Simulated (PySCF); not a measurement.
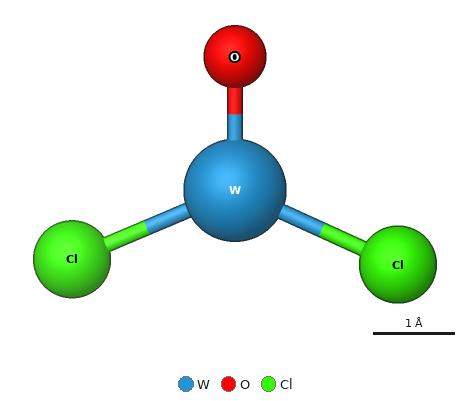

Fig. 1: The structure (ball-and-stick view, seen at a tilt). Sticks mark near contacts.

WOCl$_{2}$: frequency calculation

The run: frequency calculation of WOCl$_{2}$. Method and program: RKS-based PBE0, W def2-TZVP with ECP60, O def2-TZVP, Cl def2-TZVP; non-relativistic Hamiltonian with a scalar-relativistic core potential; density fitting (PySCF 2.14.0).

Output
```
init E= -1062.51401694825
  HOMO = -0.244035928593149  LUMO = -0.134946594671276  gap/eV = 2.96847
cycle= 1 E= -1062.51401694726  delta_E= 9.93e-10  |g|= 7.52e-05  |ddm|= 5.49e-05
  HOMO = -0.244021441604332  LUMO = -0.134932173234267  gap/eV = 2.96847
cycle= 2 E= -1062.5140169367  delta_E= 1.06e-08  |g|= 0.000247  |ddm|= 0.000169
  HOMO = -0.244031450775921  LUMO = -0.134942292129479  gap/eV = 2.96847
cycle= 3 E= -1062.51401694835  delta_E= -1.16e-08  |g|= 7.7e-06  |ddm|= 0.000125
  HOMO = -0.244032158522842  LUMO = -0.134942892235251  gap/eV = 2.96847
cycle= 4 E= -1062.51401694836  delta_E= -1.39e-11  |g|= 1.47e-07  |ddm|= 6.78e-06
  HOMO = -0.244032173185133  LUMO = -0.134942910167169  gap/eV = 2.96847
Extra cycle  E= -1062.51401694836  delta_E= -1.14e-12  |g|= 2.12e-07  |ddm|= 2.22e-07
converged SCF energy = -1062.51401694836
```

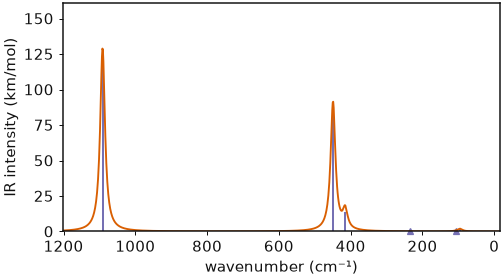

Fig. 2: Harmonic infrared spectrum, unscaled: sticks (degenerate modes added up, dark ones marked on the axis) with a Lorentzian envelope of 16 cm⁻¹ full width, scaled to the tallest stick. 6 modes from 95 to 1091 cm⁻¹, none imaginary. The strongest line is at 1091 cm⁻¹ (129 km/mol). All modes, in cm⁻¹ (km/mol): 95 (1.9), 107 (0.2), 236 (0.0), 415 (13.6), 449 (91), 1091 (129).

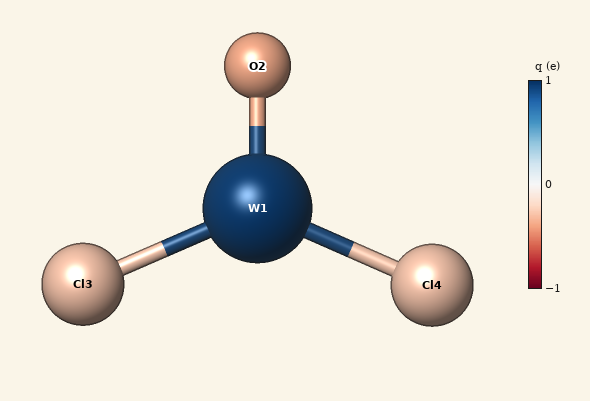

Fig. 3: Mulliken charges, as the colour of each atom (ball-and-stick view, seen on its broad side; atoms are numbered from 1 in the order of the input; Mulliken charges depend strongly on the basis). By element: W +0.95, O −0.40 and Cl −0.28 e.

The run was set up as follows.

The input
```python
from pyscf import gto, scf, dft
mol = gto.M(atom='''
W     -0.108888     0.000000    -0.075400
O     -1.480054     0.000000    -1.024872
Cl    -0.534848     0.000000     2.109062
Cl     1.786065     0.000000    -1.242650''',
    basis={'W': 'def2-TZVP', 'O': 'def2-TZVP', 'Cl': 'def2-TZVP'},
    ecp={'W': 'def2-TZVP'},
    charge=0, spin=0)
mf = dft.RKS(mol, xc='PBE0')
mf.grids.atom_grid = (75, 302)
aux = {'W': 'def2-universal-JKFIT', 'O': 'def2-universal-JKFIT', 'Cl': 'def2-universal-JKFIT'}
mf = mf.density_fit(auxbasis=aux)
mf.conv_tol = 1e-09
mf.diis_space = 10
mf.max_cycle = 60
mf.verbose = 4
mf.kernel()
```

The script is an equivalent of the set-up of the self-consistent field. The run itself was carried out by a driver, which started from the orbitals of the step before it where there was one and computed the further properties.

Launch command:
```bash
OMP_NUM_THREADS=4 python axn.py task.json out
```

Results in brief

```tsv
quantity	value
outcome	converged
total energy	−1062.514017 hartree
HOMO	−6.64 eV
LUMO	−3.67 eV
zero-point energy	0.005452 hartree
dipole moment	1.53 D
wavenumbers, lowest and highest	95 and 1091 cm⁻¹
hardware	4 threads of Arm Neoverse V1, 24 GiB of memory available, shared host
wall time	54 s (CPU time 2.9 min)
peak memory	1.5 GiB
```
